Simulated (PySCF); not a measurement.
# C₄H₇F: a tour of settings

Which settings matter for C₄H₇F (`CC(C)=CF`)?

The runs use PySCF 2.14.0, with density-fitted response routines of our own; the level of theory stands in each step. All values are computed, except where a source is named. Atoms count from 0, in the outputs and in this text.

### 1 The starting structure

12 atoms, charge 0, multiplicity 1; geometry from: GFN2-xTB.

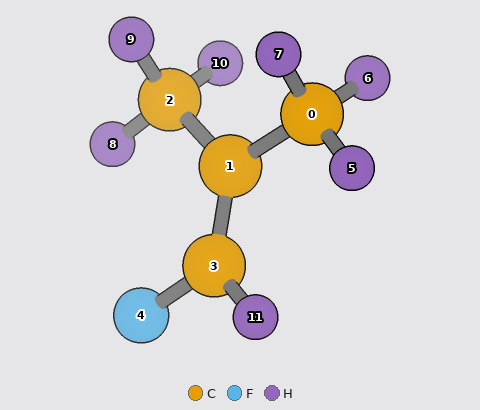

As it starts; carbon amber, fluorine blue, hydrogen purple, atoms numbered.

### 2 Nuclear shieldings: BLYP/6-311G**

The job: settings as JSON, then the geometry in Å.

```
{"job": {"kind": "nmr", "xc": "BLYP", "basis": "6-311G**", "pop": true, "scf": {"conv": 1e-06}}, "charge": 0, "multiplicity": 1}
C      1.406754    -0.035337     0.196214
C     -0.055366     0.170797    -0.048634
C     -0.935459    -1.030463     0.108152
C     -0.522075     1.361655    -0.385900
F     -1.834163     1.589077    -0.615295
H      1.964618     0.886861     0.058970
H      1.567279    -0.396272     1.211361
H      1.796010    -0.787876    -0.488386
H     -1.973694    -0.780303    -0.090956
H     -0.622365    -1.814795    -0.580161
H     -0.854458    -1.423450     1.121075
H      0.064117     2.259420    -0.512467
```

Level: GIAO BLYP/6-311G** NMR shielding, non-relativistic, gas phase.

Run with:

```bash
OMP_NUM_THREADS=1 python probes_run.py task.json out
```

The driver reads the jobs from task.json and runs them one after another.

Log:

```text
final grid: 94040 points
cycle   1  E = -256.3386898214  dE =  3.734e-01  |g| = 6.635e-01  |ddm| = 2.642e+00
cycle   2  E = -256.1867147254  dE =  1.520e-01  |g| = 1.073e+00  |ddm| = 1.500e+00
cycle   3  E = -256.4253882330  dE = -2.387e-01  |g| = 1.914e-01  |ddm| = 9.830e-01
cycle   4  E = -256.4335156278  dE = -8.127e-03  |g| = 8.016e-02  |ddm| = 1.964e-01
cycle   5  E = -256.4348835292  dE = -1.368e-03  |g| = 3.168e-02  |ddm| = 7.850e-02
cycle   6  E = -256.4350711229  dE = -1.876e-04  |g| = 6.356e-03  |ddm| = 3.121e-02
cycle   7  E = -256.4350792770  dE = -8.154e-06  |g| = 9.299e-04  |ddm| = 5.052e-03
cycle   8  E = -256.4350794601  dE = -1.831e-07  |g| = 3.088e-04  |ddm| = 1.114e-03
converged SCF energy = -256.4350794601

GIAO shielding tensors (ppm)
atom      isotropic    diamagn.    paramagn.     s11        s22        s33       span
  0 C      161.192     245.035     -83.842    147.052    151.936    184.590     37.538
  1 C       60.788     257.958    -197.170    -39.306     69.878    151.791    191.097
  2 C      165.702     245.028     -79.325    146.922    167.995    182.191     35.269
  3 C       32.067     249.859    -217.792    -46.048     63.044     79.205    125.253
  4 F      285.978     471.067    -185.089    197.823    279.773    380.337    182.514
  5 H       30.617      30.605       0.012     27.104     29.381     35.365      8.261
  6 H       30.608      30.121       0.487     27.247     28.819     35.759      8.512
  7 H       30.610      30.121       0.490     27.247     28.825     35.759      8.513
  8 H       29.532      30.477      -0.946     24.965     29.845     33.785      8.820
  9 H       30.877      30.102       0.775     27.289     28.932     36.409      9.120
 10 H       30.875      30.102       0.773     27.290     28.924     36.410      9.120
 11 H       25.402      30.755      -5.353     22.627     24.941     28.637      6.011
```

It took 15 s on 1 thread of Arm Neoverse V1, shared host; peak memory 0.51 GiB.

The references, computed at this level on geometries of the same kind, shield at (ppm): 1H TMS 32.24, 13C TMS 182.2, 19F CFCl3 130.7. Their shielding less the atom's gives the shift. The references are single molecules in the gas phase, so shifts against H2O, NH3, PH3, H3PO4 or CFCl3 are not on the usual liquid scales and can be off by tens of ppm. Atoms listed in one row are averaged.

```csv
atoms,environment,σ (ppm),δ (ppm)
C3,alkene CH bonded to F,32.1,150.2
C1,fully substituted alkene carbon,60.8,121.4
C0,allylic methyl carbon,161.2,21.0
C2,allylic methyl carbon,165.7,16.5
H11,hydrogen on an alkene CH bonded to F,25.40,6.84
"H8, H9, H10",hydrogen on an allylic methyl carbon,30.43,1.81
"H5, H6, H7",hydrogen on an allylic methyl carbon,30.61,1.63
F4,vinylic fluorine,286.0,-155.3
```

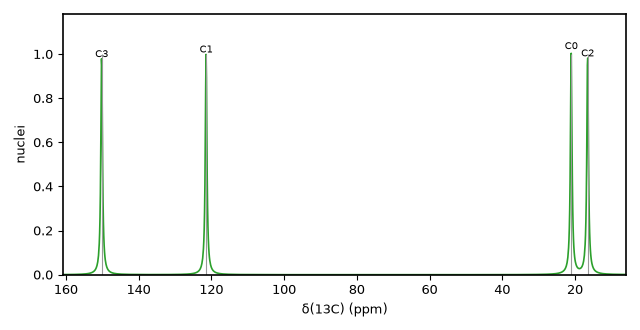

13C lines at the computed shifts, without couplings. Lines are broadened to a width of 0.53 ppm (Lorentzian).

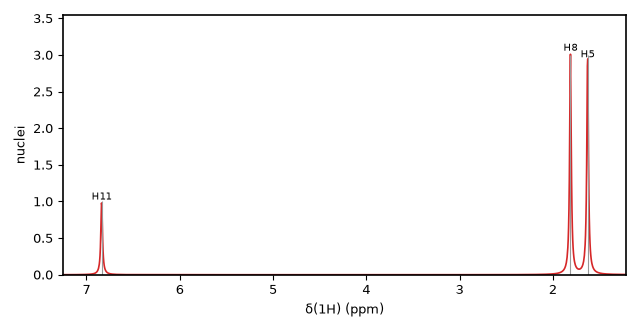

1H lines at the computed shifts, without couplings. Lines are broadened to a width of 0.02 ppm (Lorentzian).

The run also stored atomic charges by several schemes (e):

```csv
atoms,Mulliken,IAO,Hirshfeld,ESP fit
C0,-0.24,-0.41,-0.09,-0.67
C1,-0.20,-0.02,-0.01,0.33
C2,-0.24,-0.42,-0.10,-0.42
C3,0.16,0.10,0.02,-0.19
F4,-0.20,-0.26,-0.08,-0.12
```

ESP fit charges:

```csv
atom,value (e)
C0,-0.67
C1,0.33
C2,-0.42
C3,-0.19
F4,-0.12
H5,0.16
H6,0.19
H7,0.18
H8,0.12
H9,0.12
H10,0.12
H11,0.16
```

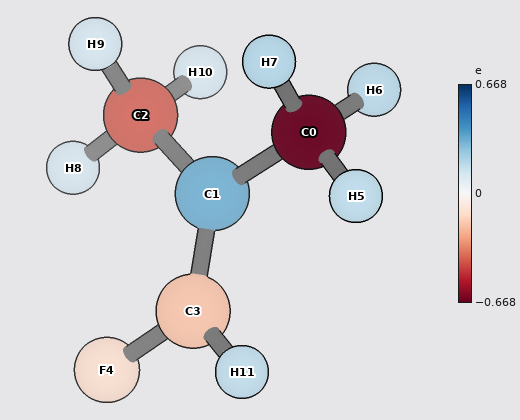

ESP fit charges, as colours on the atoms.

Mayer bond orders: C0–C1 1.02, C1–C2 1.03, C1–C3 1.82, C3–F4 1.03.

The fields below are evaluated on a grid from the run's orbitals.

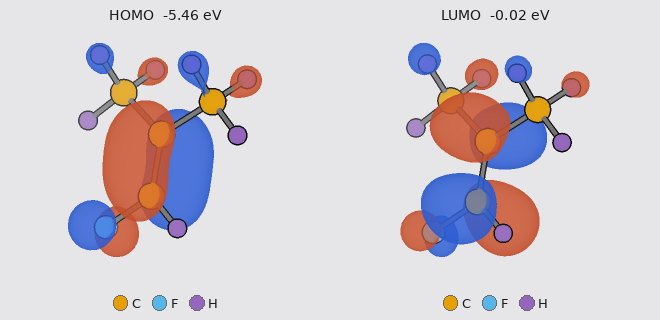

Frontier orbitals at BLYP/6-311G**; each surface holds 70 % of the orbital's density, blue and red mark the sign.

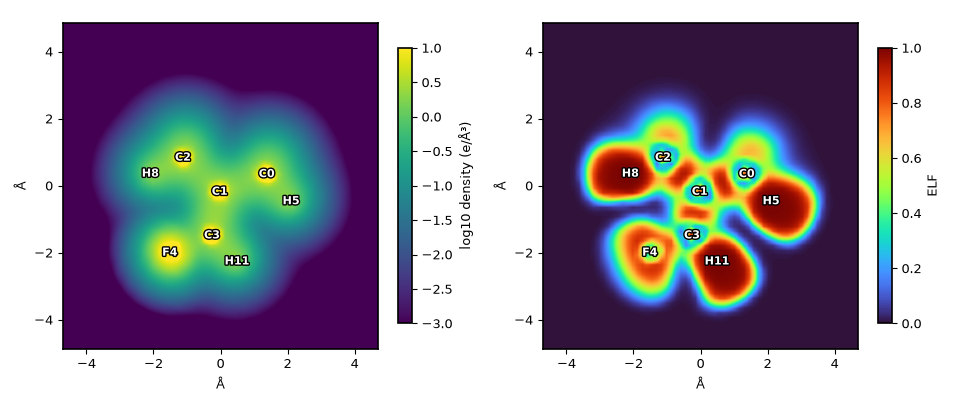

Density (left) and ELF (right) in a plane through or near 8 of the atoms.

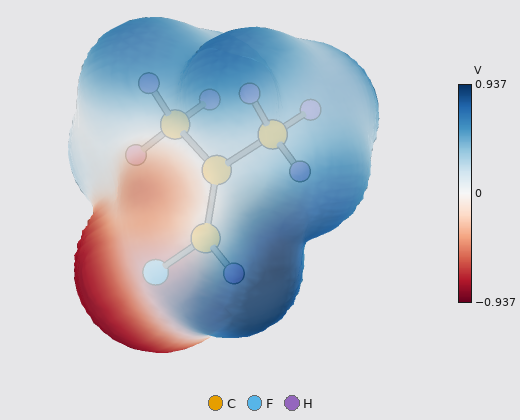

The potential that a unit positive charge feels on the 0.002 e/bohr³ surface, from -0.83 V near F4 to 0.94 V near H11.

### 3 Shielding tensors: mPW1PW91/aug-pcSseg-1

Same as in step 2 but for these lines:

```diff
@@ -1,2 +1,2 @@
-{"job": {"kind": "nmr", "xc": "BLYP", "basis": "6-311G**", "pop": true, "scf": {"conv": 1e-06}}, "charge": 0, "multiplicity": 1}
+{"job": {"kind": "nmr", "xc": "mPW1PW91", "basis": "aug-pcSseg-1", "pop": false, "gauge": [0, 0, 50], "scf": {"max_cycle": 79}}, "charge": 0, "multiplicity": 1}
 C      1.406754    -0.035337     0.196214
```

Level: common gauge origin mPW1PW91/aug-pcSseg-1 NMR shielding, non-relativistic, gas phase.

Log:

```text
final grid: 94040 points
cycle   1  E = -256.3376305023  dE =  4.734e-01  |g| = 4.789e-01  |ddm| = 7.592e+00
cycle   2  E = -256.3132807043  dE =  2.435e-02  |g| = 6.214e-01  |ddm| = 1.555e+00
cycle   3  E = -256.3828711853  dE = -6.959e-02  |g| = 7.440e-02  |ddm| = 8.143e-01
cycle   4  E = -256.3839525846  dE = -1.081e-03  |g| = 2.637e-02  |ddm| = 1.906e-01
cycle   5  E = -256.3841054160  dE = -1.528e-04  |g| = 8.065e-03  |ddm| = 4.699e-02
cycle   6  E = -256.3841159188  dE = -1.050e-05  |g| = 3.847e-03  |ddm| = 1.988e-02
cycle   7  E = -256.3841191848  dE = -3.266e-06  |g| = 2.274e-04  |ddm| = 7.251e-03
cycle   8  E = -256.3841191965  dE = -1.164e-08  |g| = 6.655e-05  |ddm| = 1.229e-03
cycle   9  E = -256.3841191975  dE = -1.058e-09  |g| = 2.285e-05  |ddm| = 3.142e-04
cycle  10  E = -256.3841191976  dE = -1.244e-10  |g| = 3.797e-06  |ddm| = 5.247e-05
converged SCF energy = -256.3841191976

GIAO shielding tensors (ppm)
atom      isotropic    diamagn.    paramagn.     s11        s22        s33       span
  0 C      232.391     693.532    -461.141    -14.496    254.957    456.711    471.207
  1 C      122.439     656.625    -534.186     -7.676    100.290    274.702    282.378
  2 C      225.883     646.358    -420.475    -17.095    238.875    455.868    472.962
  3 C       30.767     164.371    -133.604   -295.205     82.453    305.053    600.258
  4 F      127.341     -94.252     221.593   -410.286    -22.793    815.102   1225.388
  5 H       10.803    -163.686     174.489   -321.305    -15.384    369.098    690.404
  6 H      431.932    3288.257   -2856.325    -13.435    632.997    676.235    689.670
  7 H     -193.621   -1870.282    1676.661   -492.767   -304.476    216.380    709.147
  8 H       -7.507    -296.709     289.202   -330.323    -45.132    352.936    683.259
  9 H     -202.916   -1940.169    1737.253   -505.268   -319.444    215.964    721.232
 10 H      430.049    3273.613   -2843.564    -20.112    629.389    680.871    700.983
 11 H      -47.442    -532.593     485.152   -427.761    -91.682    377.119    804.880
```

Wall time 9.4 s (1 thread of Arm Neoverse V1, shared host); peak memory 0.7 GiB.

A normal end doesn't make this result sound: a common gauge origin replaces GIAOs, so the shieldings depend on where the origin lies. Its shieldings differ from those of step 2 (BLYP/6-311G**) by up to 401 ppm (H6).

### 4 Shielding tensors: PBE0/pcSseg-1 in chloroform

Same as in step 3 but for these lines:

```diff
@@ -1,2 +1,2 @@
-{"job": {"kind": "nmr", "xc": "mPW1PW91", "basis": "aug-pcSseg-1", "pop": false, "gauge": [0, 0, 50], "scf": {"max_cycle": 79}}, "charge": 0, "multiplicity": 1}
+{"job": {"kind": "nmr", "xc": "PBE0", "basis": "pcSseg-1", "solvent": "chloroform", "pop": true, "scf": {"guess": "atom", "level_shift": 0.2}}, "charge": 0, "multiplicity": 1}
 C      1.406754    -0.035337     0.196214
```

With the program's defaults for keys left out, this is: GIAO PBE0/pcSseg-1 NMR shielding, non-relativistic, IEF-PCM chloroform.

Log:

```text
final grid: 94040 points
cycle   1  E = -256.0228873543  dE =  1.136e+00  |g| = 7.283e-01  |ddm| = 3.019e+00
cycle   2  E = -256.0889153601  dE = -6.603e-02  |g| = 5.158e-01  |ddm| = 8.585e-01
cycle   3  E = -256.1448220835  dE = -5.591e-02  |g| = 8.172e-02  |ddm| = 2.815e-01
cycle   4  E = -256.1465648662  dE = -1.743e-03  |g| = 2.389e-02  |ddm| = 8.296e-02
cycle   5  E = -256.1466493490  dE = -8.448e-05  |g| = 9.752e-03  |ddm| = 2.577e-02
cycle   6  E = -256.1466660939  dE = -1.674e-05  |g| = 1.749e-03  |ddm| = 7.456e-03
cycle   7  E = -256.1466667654  dE = -6.716e-07  |g| = 5.757e-04  |ddm| = 2.457e-03
cycle   8  E = -256.1466668530  dE = -8.758e-08  |g| = 1.835e-04  |ddm| = 8.941e-04
cycle   9  E = -256.1466668626  dE = -9.608e-09  |g| = 3.305e-05  |ddm| = 3.237e-04
cycle  10  E = -256.1466668632  dE = -6.142e-10  |g| = 8.755e-06  |ddm| = 1.139e-04
level shift removed, Fock matrix diagonalised once more
converged SCF energy = -256.1466668632

GIAO shielding tensors (ppm)
atom      isotropic    diamagn.    paramagn.     s11        s22        s33       span
  0 C      167.495     246.706     -79.212    154.182    159.487    188.814     34.632
  1 C       63.227     262.073    -198.846    -42.696     71.986    160.391    203.087
  2 C      170.996     246.396     -75.400    153.402    173.953    185.634     32.232
  3 C       34.957     248.810    -213.854    -50.663     70.254     85.280    135.943
  4 F      314.201     474.028    -159.827    232.581    311.297    398.723    166.142
  5 H       29.974      30.062      -0.088     25.880     28.372     35.669      9.789
  6 H       29.997      29.407       0.590     26.101     27.921     35.968      9.868
  7 H       29.998      29.406       0.592     26.099     27.928     35.968      9.868
  8 H       29.101      30.008      -0.907     24.091     29.082     34.130     10.039
  9 H       30.239      29.318       0.920     26.191     27.950     36.575     10.384
 10 H       30.237      29.319       0.918     26.193     27.942     36.577     10.384
 11 H       24.770      30.627      -5.857     21.682     24.747     27.882      6.200
```

Wall time 8.6 s (1 thread of Arm Neoverse V1, shared host); peak memory 0.65 GiB.

In short: δ C3 152.6, C1 124.4, C0 20.1, C2 16.6, H11 6.93, H8 1.84 ppm (means over like atoms).

(Part 1 of 2 ends here.)
